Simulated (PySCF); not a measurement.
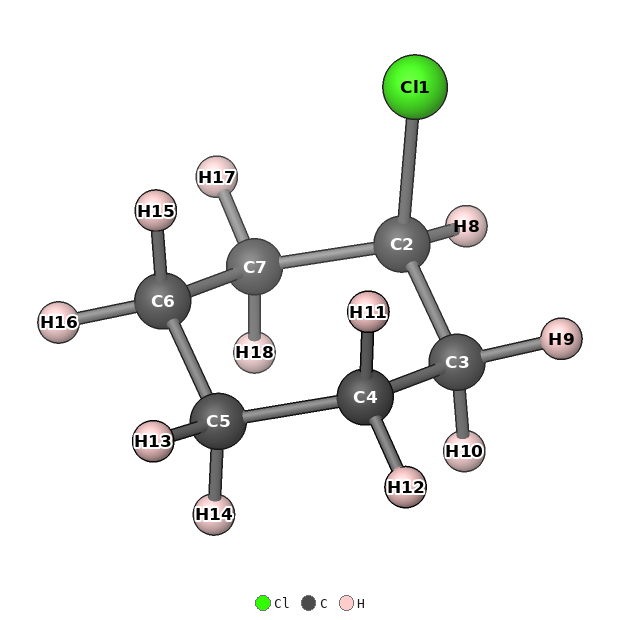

Atoms fade into the background with distance from the viewer. Computed geometry: PBE0-D3(BJ)/def2-SVP optimisation. No frequency run is at hand to confirm it as a minimum.

Q: What is the conformation of the ring C2–C3–C4–C5–C6–C7?

A: It is a chair (Cremer–Pople θ = 2°, folded into 0 to 90°). The Cremer–Pople amplitude Q is 0.54 Å.

Q: Give the torsion angles round the ring, beginning with the bond from its second to its third atom.

A: 53°, −54°, 55°, −54°, 53°, −52°.

Q: Are the substituents other than hydrogen axial or equatorial?

A: Cl1 on C2 is axial.
